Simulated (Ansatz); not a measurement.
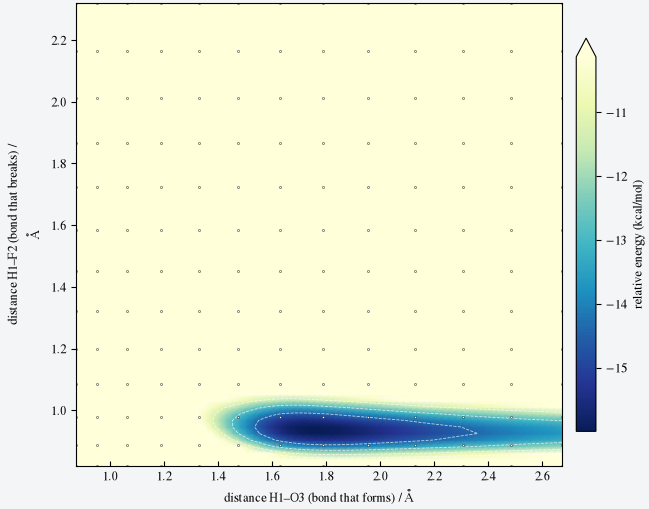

The reacting system FH2O (fragments FH + HO where the first distance is long, H₂O + F where the second is long), spin multiplicity 2. First axis: distance H1–O3 (bond that forms). Second axis: distance H1–F2 (bond that breaks). Relaxed at each point: all other coordinates. The grid has 13 × 13 points. Points are written as (first, second). Energies: kcal/mol, counted from a guessed transition structure relaxed with its forming and breaking bonds held. In part of the range the unrestricted reference is strongly spin-contaminated. Method: Ansatz, UKS CAM-B3LYP-D4/def2-SVP.

Drawn: a smooth colour map with a few white contour lines, dots at the grid points, one colour for all values above the top of the scale. Between grid points the surface is interpolated.

**Estimate the position of the minimum and the force constants in these coordinates.**

The interpolated minimum is at the first coordinate ≈ 1.758 Å, the second coordinate ≈ 0.935 Å. The curvatures there are about 1.7 eV/Å² and 56 eV/Å², with a cross term of about 1.9 eV/Å². Round the minimum the valley is somewhat tilted: raising the first coordinate shifts the best value of the second coordinate downwards (coupling k₁₂/√(k₁₁k₂₂) about 0.2). (1 eV is 23.1 kcal/mol.)
